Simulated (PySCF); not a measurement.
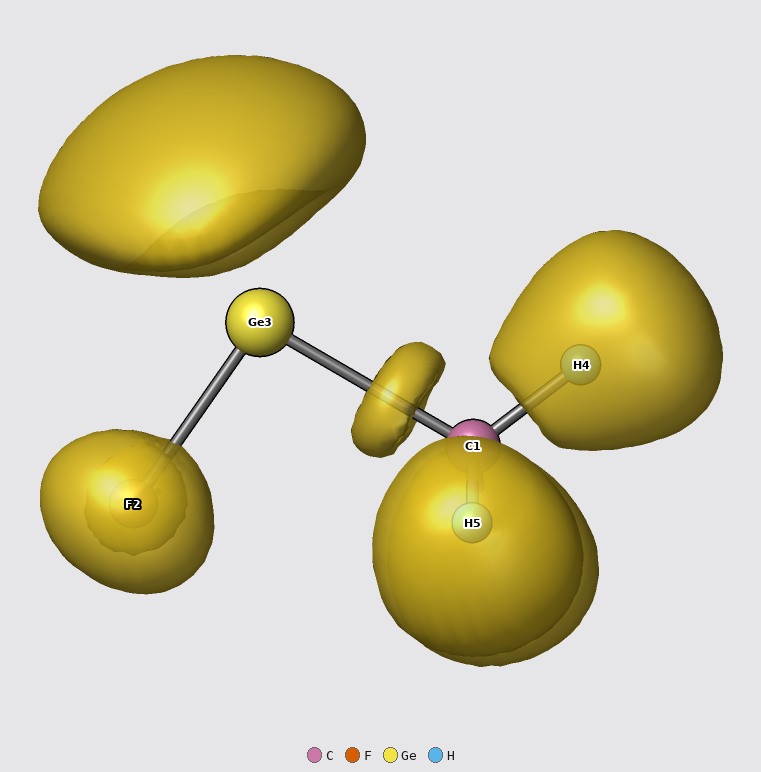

CH3FGe (SMILES [CH3][Ge][F]). Isosurface of the electron localisation function at 0.8 (yellow), seen across its widest extent. Core shells and regions of very low density are left out.

Geometry: B3LYP-D3(BJ)/6-311G**.

Computed with Gaussian-basis quantum chemistry of an isolated molecule with PySCF, energy and nuclear gradient, functional PBE0 (PySCF).

```yaml
atoms:
  - { symbol: C, position_ang: [0.4653, -0.5303, 0.9790] }
  - { symbol: F, position_ang: [0.6509, 1.7900, -0.5634] }
  - { symbol: Ge, position_ang: [1.5079, 0.2207, -0.5539] }
  - { symbol: H, position_ang: [0.7658, -1.5502, 1.2311] }
  - { symbol: H, position_ang: [0.6027, 0.1149, 1.8537] }
  - { symbol: H, position_ang: [-0.6012, -0.5153, 0.7299] }
```

Question: Where are the electrons localised?

Answer: The surface consists of three regions around hydrogen nuclei, one lobe of the valence shell of C pointing towards Ge (polar bonds), one lobe on Ge, pointing away from the bonds (lone pairs) and one region wrapped around F (its valence shell).

Values along the shortest contacts:
Ge–F (1.79 Å): the ELF peaks at about 0.80 in the valence shell of F, 0.5 Å from its nucleus, and is about 0.25 at the midpoint. C–Ge (2.00 Å): the ELF peaks at about 0.90 in the valence shell of C, 0.8 Å from its nucleus, and is about 0.70 at the midpoint.
